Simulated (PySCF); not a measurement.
**C₂H₂BCl₃: electronic excitations at several levels of theory**

Aim: compute the electronic excitations of C₂H₂BCl₃ (`Cl/C=C/B(Cl)Cl`) at several levels, and see how far they spread and what each costs.

The runs use PySCF 2.14.0, with density-fitted response routines of our own; the level of theory stands in each step. All values are computed, except where a source is named. Atoms count from 0, in the outputs and in this text.

## 1. The starting structure

8 atoms, charge 0, multiplicity 1; geometry from: GFN2-xTB. The atoms were then displaced at random by about 0.01 Å, so the start is not that level's minimum.

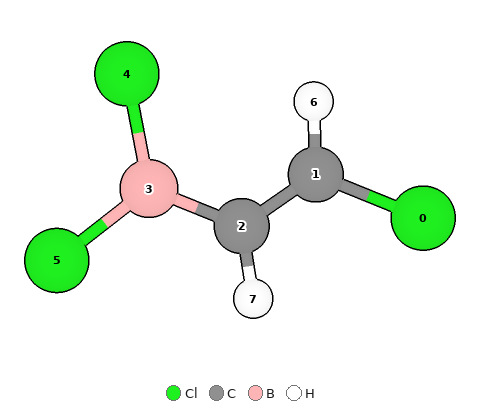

As it starts; chlorine green, carbon grey, boron pink, hydrogen white, atoms numbered.

## 2. Geometry optimisation at PBE0-D3(BJ)/def2-SVP

Job settings and geometry (Å):

```
{"job": {"xc": "PBE0", "basis": "def2-SVP", "d3": "d3bj", "grid": 1, "shake": 0.01, "kind": "geom"}, "charge": 0, "multiplicity": 1}
Cl     2.828250     0.164680    -0.263470
C      1.132770     0.489680    -0.155780
C      0.202590    -0.464990     0.017750
B     -1.262100    -0.185890     0.126020
Cl    -1.921230     1.406840     0.013040
Cl    -2.395210    -1.486840     0.351970
H      0.885900     1.537530    -0.239610
H      0.584170    -1.480140     0.097610
```

Launch:

```
$ OMP_NUM_THREADS=1 python probes_run.py task.json out
```

One launch serves the whole session: the jobs run in the order shown.

Log:

```text
step   0  E = -1481.86085454  max force = 0.030629
step   1  E = -1481.86224058  max force = 0.011119
step   2  E = -1481.86282149  max force = 0.004202
step   3  E = -1481.86304237  max force = 0.002593
step   4  E = -1481.86320899  max force = 0.000742
step   5  E = -1481.86322361  max force = 0.000568
step   6  E = -1481.86322591  max force = 0.000792
step   7  E = -1481.86323674  max force = 0.000344
optimisation converged
```

Run time: 30 s. Hardware: 1 thread of Arm Neoverse V2, shared host; peak memory 0.43 GiB.

Step by step:

| step | energy from step 0 (eV) | largest force component (eV/Å) |
| --- | --- | --- |
| 0 | 0.0000 | 1.5750 |
| 1 | -0.0377 | 0.5718 |
| 2 | -0.0535 | 0.2161 |
| 3 | -0.0595 | 0.1333 |
| 4 | -0.0641 | 0.0382 |
| 5 | -0.0645 | 0.0292 |
| 6 | -0.0645 | 0.0407 |
| 7 | -0.0648 | 0.0177 |

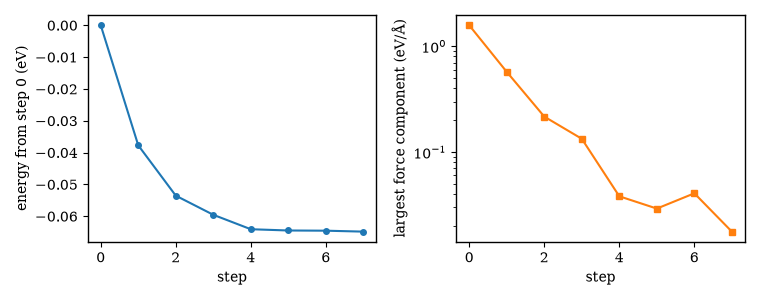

Energy and largest force along the relaxation.

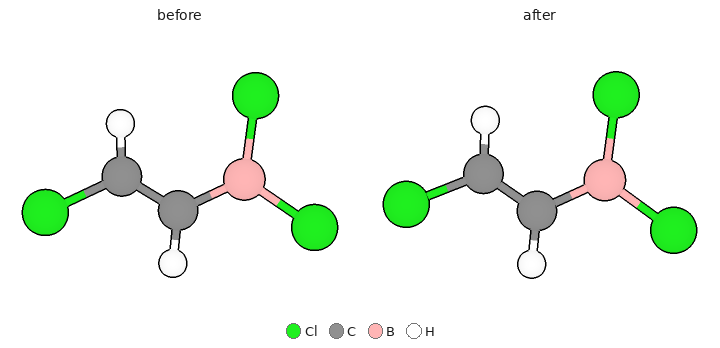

The geometry before (left) and after (right).

Distances of close pairs at the start and the end, largest changes first:

| bond | before (Å) | after (Å) | change (Å) |
| --- | --- | --- | --- |
| C2–B3 | 1.495 | 1.538 | +0.043 |
| B3–Cl4 | 1.727 | 1.758 | +0.031 |
| Cl0–C1 | 1.730 | 1.711 | -0.018 |
| C1–H6 | 1.080 | 1.094 | +0.015 |
| B3–Cl5 | 1.740 | 1.753 | +0.013 |
| C2–H7 | 1.087 | 1.094 | +0.007 |
| C1–C2 | 1.344 | 1.342 | -0.002 |

The end geometry stands in the next job.

| at the end point | value |
| --- | --- |
| point group (found at 0.08 Å tolerance) | Cs |
| rotational constants (GHz, main isotopes) | 3.211, 0.788, 0.633 |
| dipole moment (D) | 0.93 |

## 3. TDDFT and polarisability: PBE0/def2-TZVP

Job settings and geometry (Å):

```
{"job": {"kind": "uv", "xc": "PBE0", "basis": "def2-TZVP"}, "charge": 0, "multiplicity": 1}
Cl     2.727741     0.260884    -0.742686
C      1.079288     0.494596    -0.346482
C      0.238236    -0.493085    -0.001430
B     -1.232524    -0.207378     0.344206
Cl    -1.889924     1.423317     0.338617
Cl    -2.304540    -1.529343     0.761880
H      0.765906     1.541802    -0.398444
H      0.615743    -1.519779     0.030507
```

Method: TDDFT PBE0/def2-TZVP, vertical, gas phase, core orbitals frozen in the response.

Log:

```text
coarse grid: 9376 points
cycle   1  E = -1482.4078335384  dE =  7.265e-01  |g| = 3.579e-01  |ddm| = 2.432e+00
cycle   2  E = -1482.3885983609  dE =  1.924e-02  |g| = 4.643e-01  |ddm| = 6.498e-01
cycle   3  E = -1482.4388465145  dE = -5.025e-02  |g| = 8.872e-02  |ddm| = 3.657e-01
cycle   4  E = -1482.4404946788  dE = -1.648e-03  |g| = 4.304e-02  |ddm| = 8.633e-02
cycle   5  E = -1482.4409314370  dE = -4.368e-04  |g| = 1.023e-02  |ddm| = 3.181e-02
cycle   6  E = -1482.4409577973  dE = -2.636e-05  |g| = 2.687e-03  |ddm| = 9.157e-03
cycle   7  E = -1482.4409593791  dE = -1.582e-06  |g| = 1.358e-03  |ddm| = 2.867e-03
final grid: 79608 points
cycle   8  E = -1482.4361510935  dE = -3.191e-05  |g| = 6.536e-03  |ddm| = 3.594e-02
cycle   9  E = -1482.4361439894  dE =  7.104e-06  |g| = 7.928e-03  |ddm| = 1.043e-02
cycle  10  E = -1482.4361605441  dE = -1.655e-05  |g| = 1.387e-03  |ddm| = 6.403e-03
cycle  11  E = -1482.4361609364  dE = -3.923e-07  |g| = 2.023e-04  |ddm| = 1.241e-03
cycle  12  E = -1482.4361609445  dE = -8.158e-09  |g| = 9.781e-05  |ddm| = 2.037e-04
cycle  13  E = -1482.4361609469  dE = -2.387e-09  |g| = 3.239e-05  |ddm| = 7.914e-05
cycle  14  E = -1482.4361609472  dE = -2.374e-10  |g| = 9.159e-06  |ddm| = 2.490e-05
converged SCF energy = -1482.4361609472

Static polarisability (au): isotropic 77.731, principal 46.285 72.670 114.239

Singlet excitations
state   eV       nm        f      main configurations
  1   5.1893    238.9   0.42006   H->L 0.96
  2   5.2913    234.3   0.00147   H-1->L 0.89, H-2->L 0.09
  3   5.3377    232.3   0.00037   H-2->L 0.89, H-1->L 0.09
  4   5.8807    210.8   0.00005   H-4->L 0.97
  5   6.1822    200.6   0.09873   H-3->L 0.97
  6   7.1370    173.7   0.00005   H-6->L 0.77, H->L+1 0.20
  7   7.1776    172.7   0.00010   H->L+1 0.76, H-6->L 0.21
  8   7.3149    169.5   0.01076   H-5->L 0.97
  9   7.8182    158.6   0.00025   H-7->L 0.40, H-8->L 0.32, H->L+2 0.25
 10   7.8335    158.3   0.00028   H-8->L 0.66, H-7->L 0.17, H->L+2 0.14

Triplet excitations (Tamm-Dancoff, eV): 3.3486 5.0673 5.1626 5.4573
```

Wall time 24 s (1 thread of Arm Neoverse V2, shared host); peak memory 0.94 GiB.

Frontier orbitals and where they lie:

| orbital | eV | atoms |
| --- | --- | --- |
| HOMO−3 | -9.55 | Cl5 46 %, Cl4 44 %, B3 10 % |
| HOMO−2 | -9.19 | Cl0 37 %, Cl5 33 %, C2 9 % |
| HOMO−1 | -9.10 | Cl4 48 %, Cl5 36 %, B3 7 % |
| HOMO | -8.14 | C2 32 %, Cl0 31 %, C1 21 % |
| LUMO | -2.40 | B3 32 %, C1 28 %, C2 16 % |
| LUMO+1 | 0.70 | Cl0 43 %, C1 27 %, C2 9 % |
| LUMO+2 | 0.78 | B3 30 %, C2 29 %, C1 18 % |

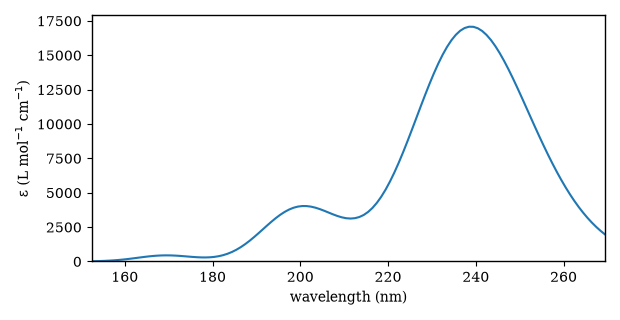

Absorption spectrum: each of the 10 states is a Gaussian band of 0.4 eV half-width at 1/e. Beyond the last state computed it falls off for lack of states.

Ground-state properties from the same run:

| property | computed |
| --- | --- |
| dipole moment (D) | 0.97 |
| polarisability (Å³) | 11.52 |
| HOMO–LUMO gap (eV) | 5.73 |
| −ε(HOMO) (eV) | 8.14 |

## 4. Excited states and response: PBE0/aug-cc-pVDZ

Same as in step 3 but for these lines:

```diff
@@ -1,2 +1,2 @@
-{"job": {"kind": "uv", "xc": "PBE0", "basis": "def2-TZVP"}, "charge": 0, "multiplicity": 1}
+{"job": {"kind": "uv", "xc": "PBE0", "basis": "aug-cc-pVDZ"}, "charge": 0, "multiplicity": 1}
 Cl     2.727741     0.260884    -0.742686
```

Level: TDDFT PBE0/aug-cc-pVDZ, vertical, gas phase, core orbitals frozen in the response.

Log:

```text
coarse grid: 9376 points
cycle   1  E = -1482.3307819785  dE =  7.703e-01  |g| = 3.470e-01  |ddm| = 6.777e+00
cycle   2  E = -1482.3083671224  dE =  2.241e-02  |g| = 4.663e-01  |ddm| = 1.695e+00
cycle   3  E = -1482.3630813411  dE = -5.471e-02  |g| = 7.985e-02  |ddm| = 9.288e-01
cycle   4  E = -1482.3646526650  dE = -1.571e-03  |g| = 2.870e-02  |ddm| = 2.060e-01
cycle   5  E = -1482.3648579690  dE = -2.053e-04  |g| = 9.626e-03  |ddm| = 6.573e-02
cycle   6  E = -1482.3648843652  dE = -2.640e-05  |g| = 2.255e-03  |ddm| = 2.216e-02
cycle   7  E = -1482.3648858043  dE = -1.439e-06  |g| = 4.234e-04  |ddm| = 5.215e-03
final grid: 79608 points
cycle   8  E = -1482.3933222742  dE = -1.338e-05  |g| = 5.086e-03  |ddm| = 1.084e-01
cycle   9  E = -1482.3933171978  dE =  5.076e-06  |g| = 6.641e-03  |ddm| = 3.089e-02
cycle  10  E = -1482.3933296334  dE = -1.244e-05  |g| = 7.610e-04  |ddm| = 1.575e-02
cycle  11  E = -1482.3933297929  dE = -1.595e-07  |g| = 1.234e-04  |ddm| = 1.730e-03
cycle  12  E = -1482.3933297962  dE = -3.319e-09  |g| = 5.192e-05  |ddm| = 3.495e-04
cycle  13  E = -1482.3933297968  dE = -5.975e-10  |g| = 2.123e-05  |ddm| = 1.215e-04
converged SCF energy = -1482.3933297968

Static polarisability (au): isotropic 84.323, principal 53.251 78.885 120.834

Singlet excitations
state   eV       nm        f      main configurations
  1   5.1716    239.7   0.42601   H->L 0.96
  2   5.3024    233.8   0.00112   H-1->L 0.94
  3   5.3568    231.5   0.00020   H-2->L 0.93
  4   5.9005    210.1   0.00010   H-4->L 0.97
  5   6.1795    200.6   0.10558   H-3->L 0.97
  6   7.0013    177.1   0.00078   H->L+2 0.45, H->L+1 0.44
  7   7.1346    173.8   0.00026   H->L+1 0.52, H->L+2 0.43
  8   7.1728    172.9   0.00000   H-6->L 0.96
  9   7.3281    169.2   0.00874   H-5->L 0.96
 10   7.6200    162.7   0.00049   H->L+3 0.92

Triplet excitations (Tamm-Dancoff, eV): 3.3604 5.0971 5.1787 5.4829
```

Run time: 17 s. Hardware: 1 thread of Arm Neoverse V2, shared host; peak memory 0.84 GiB.

Key values: HOMO -8.18 eV, LUMO -2.45 eV; lowest singlet 5.17 eV.

## 5. Ultraviolet spectrum: PBE0/def2-TZVPD

Same as in step 4 but for these lines:

```diff
@@ -1,2 +1,2 @@
-{"job": {"kind": "uv", "xc": "PBE0", "basis": "aug-cc-pVDZ"}, "charge": 0, "multiplicity": 1}
+{"job": {"kind": "uv", "xc": "PBE0", "basis": "def2-TZVPD"}, "charge": 0, "multiplicity": 1}
 Cl     2.727741     0.260884    -0.742686
```

With the program's defaults for keys left out, this is: TDDFT PBE0/def2-TZVPD, vertical, gas phase, core orbitals frozen in the response.

Log:

```text
coarse grid: 9376 points
cycle   1  E = -1482.4096735046  dE =  7.285e-01  |g| = 3.575e-01  |ddm| = 2.643e+00
cycle   2  E = -1482.3901901334  dE =  1.948e-02  |g| = 4.644e-01  |ddm| = 8.212e-01
cycle   3  E = -1482.4405220084  dE = -5.033e-02  |g| = 8.929e-02  |ddm| = 4.634e-01
cycle   4  E = -1482.4421945553  dE = -1.673e-03  |g| = 4.350e-02  |ddm| = 1.184e-01
cycle   5  E = -1482.4426414787  dE = -4.469e-04  |g| = 1.016e-02  |ddm| = 4.054e-02
cycle   6  E = -1482.4426674315  dE = -2.595e-05  |g| = 2.751e-03  |ddm| = 1.321e-02
cycle   7  E = -1482.4426691094  dE = -1.678e-06  |g| = 1.362e-03  |ddm| = 4.009e-03
final grid: 79608 points
cycle   8  E = -1482.4378664985  dE = -3.301e-05  |g| = 6.557e-03  |ddm| = 1.500e-01
cycle   9  E = -1482.4378592387  dE =  7.260e-06  |g| = 7.976e-03  |ddm| = 1.357e-02
cycle  10  E = -1482.4378760193  dE = -1.678e-05  |g| = 1.402e-03  |ddm| = 7.395e-03
cycle  11  E = -1482.4378764229  dE = -4.036e-07  |g| = 2.062e-04  |ddm| = 1.698e-03
cycle  12  E = -1482.4378764313  dE = -8.399e-09  |g| = 1.006e-04  |ddm| = 2.639e-04
cycle  13  E = -1482.4378764338  dE = -2.531e-09  |g| = 3.322e-05  |ddm| = 9.480e-05
cycle  14  E = -1482.4378764341  dE = -2.472e-10  |g| = 9.291e-06  |ddm| = 3.496e-05
converged SCF energy = -1482.4378764341

Static polarisability (au): isotropic 85.963, principal 54.768 80.544 122.577

Singlet excitations
state   eV       nm        f      main configurations
  1   5.1412    241.2   0.42356   H->L 0.96
  2   5.2673    235.4   0.00107   H-1->L 0.92
  3   5.3171    233.2   0.00026   H-2->L 0.92
  4   5.8595    211.6   0.00009   H-4->L 0.97
  5   6.1439    201.8   0.10267   H-3->L 0.97
  6   6.9087    179.5   0.00074   H->L+2 0.71, H->L+1 0.18
  7   7.1229    174.1   0.00000   H-6->L 0.97
  8   7.1867    172.5   0.00004   H->L+1 0.76, H->L+2 0.20
  9   7.2819    170.3   0.00857   H-5->L 0.96
 10   7.6668    161.7   0.00436   H->L+3 0.67, H-7->L 0.29

Triplet excitations (Tamm-Dancoff, eV): 3.3388 5.0504 5.1392 5.4352
```

Wall time 37 s (1 thread of Arm Neoverse V2, shared host); peak memory 1.1 GiB.

Key values: HOMO -8.17 eV, LUMO -2.46 eV; lowest singlet 5.14 eV.

## 6. TDDFT and polarisability: PBE0/6-31+G*

Same as in step 5 but for these lines:

```diff
@@ -1,2 +1,2 @@
-{"job": {"kind": "uv", "xc": "PBE0", "basis": "def2-TZVPD"}, "charge": 0, "multiplicity": 1}
+{"job": {"kind": "uv", "xc": "PBE0", "basis": "6-31+G*"}, "charge": 0, "multiplicity": 1}
 Cl     2.727741     0.260884    -0.742686
```

Level: TDDFT PBE0/6-31+G*, vertical, gas phase, core orbitals frozen in the response.

Log:

```text
coarse grid: 9376 points
cycle   1  E = -1482.3249169108  dE =  7.631e-01  |g| = 3.537e-01  |ddm| = 3.234e+00
cycle   2  E = -1482.3042235755  dE =  2.069e-02  |g| = 4.652e-01  |ddm| = 1.253e+00
cycle   3  E = -1482.3591963517  dE = -5.497e-02  |g| = 7.899e-02  |ddm| = 6.966e-01
cycle   4  E = -1482.3607359943  dE = -1.540e-03  |g| = 2.880e-02  |ddm| = 1.480e-01
cycle   5  E = -1482.3609488385  dE = -2.128e-04  |g| = 8.524e-03  |ddm| = 6.160e-02
cycle   6  E = -1482.3609689475  dE = -2.011e-05  |g| = 2.180e-03  |ddm| = 2.226e-02
cycle   7  E = -1482.3609703062  dE = -1.359e-06  |g| = 3.642e-04  |ddm| = 5.196e-03
final grid: 79608 points
cycle   8  E = -1482.3049196255  dE = -1.330e-05  |g| = 4.991e-03  |ddm| = 3.383e-02
cycle   9  E = -1482.3049156957  dE =  3.930e-06  |g| = 6.298e-03  |ddm| = 1.514e-02
cycle  10  E = -1482.3049268710  dE = -1.118e-05  |g| = 6.997e-04  |ddm| = 1.099e-02
cycle  11  E = -1482.3049270106  dE = -1.396e-07  |g| = 1.097e-04  |ddm| = 1.774e-03
cycle  12  E = -1482.3049270130  dE = -2.303e-09  |g| = 5.519e-05  |ddm| = 2.318e-04
cycle  13  E = -1482.3049270137  dE = -7.026e-10  |g| = 1.976e-05  |ddm| = 9.780e-05
converged SCF energy = -1482.3049270137

Static polarisability (au): isotropic 74.933, principal 42.146 70.855 111.799

Singlet excitations
state   eV       nm        f      main configurations
  1   5.2129    237.8   0.44262   H->L 0.96
  2   5.3305    232.6   0.00149   H-1->L 0.94
  3   5.3833    230.3   0.00017   H-2->L 0.94
  4   5.9401    208.7   0.00008   H-4->L 0.97
  5   6.2066    199.8   0.11315   H-3->L 0.97
  6   7.0285    176.4   0.00042   H->L+2 0.72, H->L+1 0.23
  7   7.2290    171.5   0.00033   H->L+1 0.71, H->L+2 0.21
  8   7.2385    171.3   0.00004   H-6->L 0.92
  9   7.3572    168.5   0.00999   H-5->L 0.96
 10   7.8184    158.6   0.00101   H->L+3 0.88

Triplet excitations (Tamm-Dancoff, eV): 3.3629 5.1272 5.2085 5.5120
```

Run time: 11 s. Hardware: 1 thread of Arm Neoverse V2, shared host; peak memory 0.92 GiB.

Key values: HOMO -8.21 eV, LUMO -2.46 eV; lowest singlet 5.21 eV.

## 7. Run by run: electronic excitations

Excitations and ground-state properties, with basis size and wall time:

| run | lowest singlet (eV) | brightest (eV) | f | gap (eV) | α (Å³) | μ (D) | functions | time |
| --- | --- | --- | --- | --- | --- | --- | --- | --- |
| PBE0/def2-TZVP | 5.19 | 5.19 | 0.420 | 5.73 | 11.52 | 0.97 | 216 | 24 s |
| PBE0/aug-cc-pVDZ | 5.17 | 5.17 | 0.426 | 5.73 | 12.50 | 0.97 | 168 | 17 s |
| PBE0/def2-TZVPD | 5.14 | 5.14 | 0.424 | 5.71 | 12.74 | 0.95 | 267 | 37 s |
| PBE0/6-31+G* | 5.21 | 5.21 | 0.443 | 5.75 | 11.10 | 1.06 | 124 | 11 s |

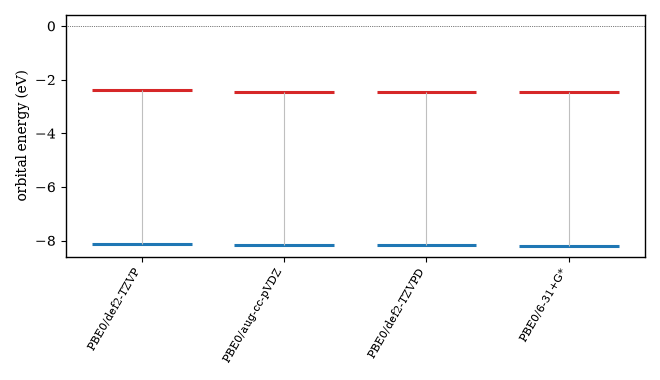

HOMO (blue) and LUMO (red) run by run.

## 8. Outcome

```
                            quantity                        value
                         point group                           Cs
rotational constants (main isotopes)         3.21, 0.79, 0.63 GHz
     lowest singlet (PBE0/def2-TZVP)  5.19 eV (239 nm), f = 0.420
                      lowest triplet                      3.35 eV
         range of the lowest singlet              5.14 to 5.21 eV
```

**Reading.** Single values in the summary come from the first run of each kind that ended normally (PBE0/def2-TZVP), which need not be the best level. The optimisation took 7 steps and gained 0.065 eV; among the close pairs (by a distance rule), C2–B3 changed most, from 1.495 to 1.538 Å. The first singlet state (HOMO→LUMO 0.96) lies at 5.19 eV and is bright. The lowest triplet lies 1.84 eV below the lowest singlet (triplets in Tamm-Dancoff, singlets in full TDDFT). The lowest singlet runs from 5.14 eV (PBE0/def2-TZVPD) to 5.21 eV (PBE0/6-31+G*), while the orbital gap spans 5.71 to 5.75 eV. The lowest state need not be the same one in every run.
